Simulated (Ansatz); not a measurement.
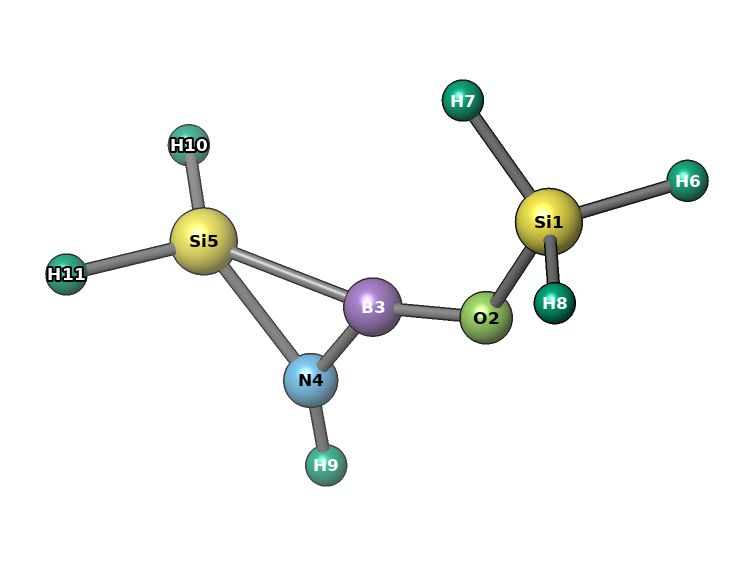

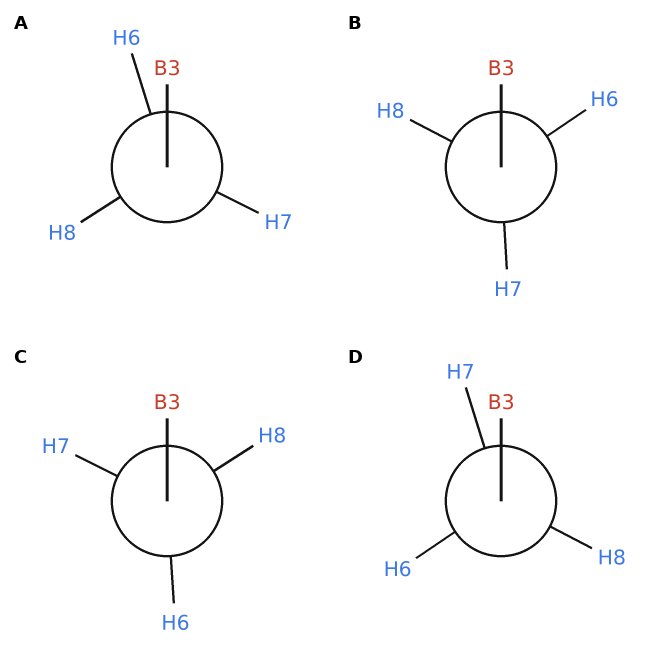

Depth is shown by fading: the farther an atom, the more it takes the colour of the background. Bonds that would overlap in a projection are set slightly apart. Computed geometry: PBE0-D4/def2-TZVP optimisation. No frequency run is at hand to confirm it as a minimum.

### Which Newman projection shows the view along O2–Si1, with O2 in front?

D. The torsion angle B3–O2–Si1–H6 is −124°, anticlinal.
